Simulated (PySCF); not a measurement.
Ga(H)2(nPr), SMILES CC[CH2][GaH2], CAM-B3LYP/def2-SVP optimised geometry. Atoms within 1.6 Å of the plane z = 0.0 Å (x, y, z in Å): Ga1 (0.09, -1.89, 0.00), H2 (-0.67, -3.27, 0.00), H3 (1.66, -1.89, 0.00), C4 (-0.92, -0.20, 0.00), C5 (-0.11, 1.09, 0.05), C6 (-0.98, 2.35, 0.03), H7 (-1.63, -0.25, 0.85), H8 (-1.57, -0.22, -0.90), H9 (0.52, 1.10, 0.95), H10 (0.59, 1.12, -0.80), H11 (-1.59, 2.39, -0.88), H12 (-0.37, 3.27, 0.07), H13 (-1.66, 2.37, 0.89).

Method: PySCF with CAM-B3LYP/def2-TZVP. Cells within 0.4 Å of a nucleus heavier than hydrogen are left out (blank, or x).

Map of the HOMO−1 amplitude (bohr^(-3/2)), clipped to [-0.25, 0.25] on the plane z = 0.0 Å; orbital energy -9.63 eV, overall sign arbitrary:

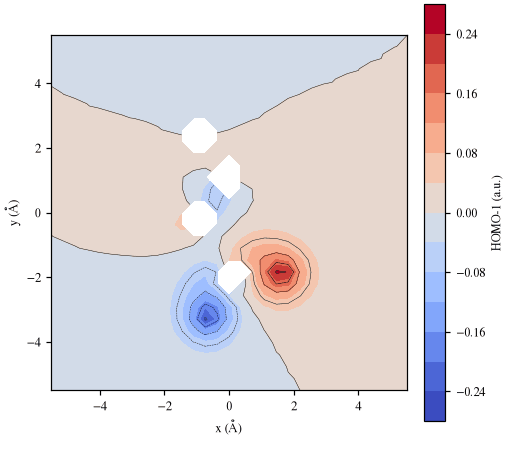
Fig. 1. HOMO−1 amplitude (bohr^(-3/2)), clipped to [-0.25, 0.25] on the plane z = 0.0 Å.
